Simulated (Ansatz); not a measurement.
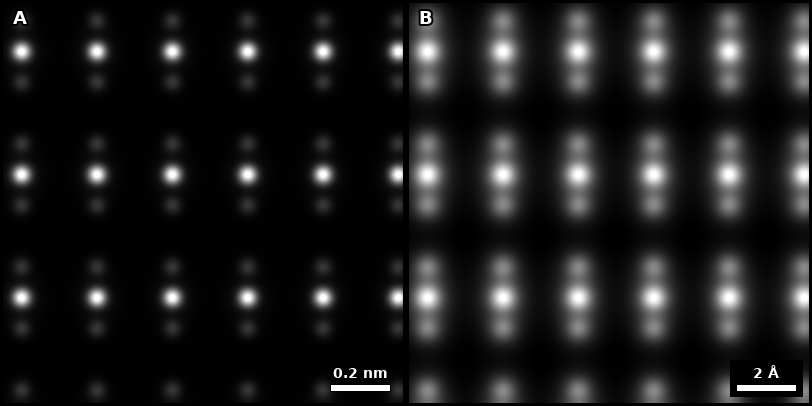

Two simulated images of the same area of CsSc$_{2}$ (Fm-3m, No. 225) along [211], with a probe of 0.50 Å. One is incoherent Z contrast (Z^1.7 per atom), the other the projected potential of neutral atoms blurred by the probe (iDPC-like, thin sample). Brightness is counted from the darkest point of the image. Structure used: the end point of a relaxation with DFT PBE, scalar-relativistic, plane waves, PAW in Ansatz; the starting structure was generated, so it need not be a known form of this composition.

Question: Which panel is which, and how can one tell?

Answer: A is the Z-contrast image and B the potential image. The columns of 1 Sc per repeat reach about 20 % of the brightest peak (1 Cs) in A but about 52 % in B, mainly since the potential grows much more slowly with atomic number.
